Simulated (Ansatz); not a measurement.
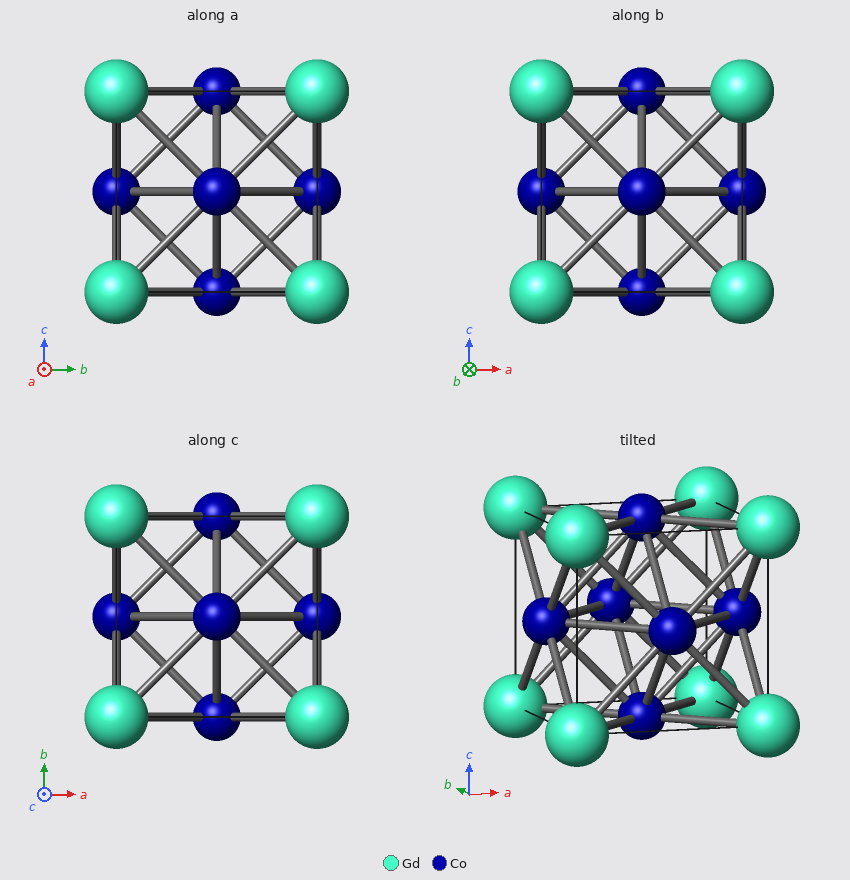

The image is a ball-and-stick drawing of a crystal, viewed along the a axis, along the b axis, along the c axis and slightly off an axis. The lines enclose the conventional unit cell; boundary atoms appear with their images.

Lattice parameters: a = 3.8931 Å, b = 3.8931 Å, c = 3.8931 Å, α = 90.000°, β = 90.000°, γ = 90.000°.

**Set out the cell and atoms as a CIF in P1 with every atom of the cell.**

```cif
data_structure
_symmetry_space_group_name_H-M 'P 1'
_symmetry_Int_Tables_number 1
_cell_length_a 3.8931
_cell_length_b 3.8931
_cell_length_c 3.8931
_cell_angle_alpha 90.000
_cell_angle_beta 90.000
_cell_angle_gamma 90.000
_cell_volume 59.00
loop_
_atom_site_label
_atom_site_type_symbol
_atom_site_fract_x
_atom_site_fract_y
_atom_site_fract_z
_atom_site_occupancy
Gd1 Gd 0.0000 0.0000 0.0000 1
Co1 Co 0.0000 0.5000 0.5000 1
Co2 Co 0.5000 0.5000 0.0000 1
Co3 Co 0.5000 0.0000 0.5000 1
```

The structure was taken from a structure type filled with these elements by a generator (whether the compound takes this form wasn't checked). Earlier steps of the study, as a rule a relaxation of our own, may have changed the cell and positions, so they can lie some per cent off the listed ones. A calculation with Ansatz used it as input.
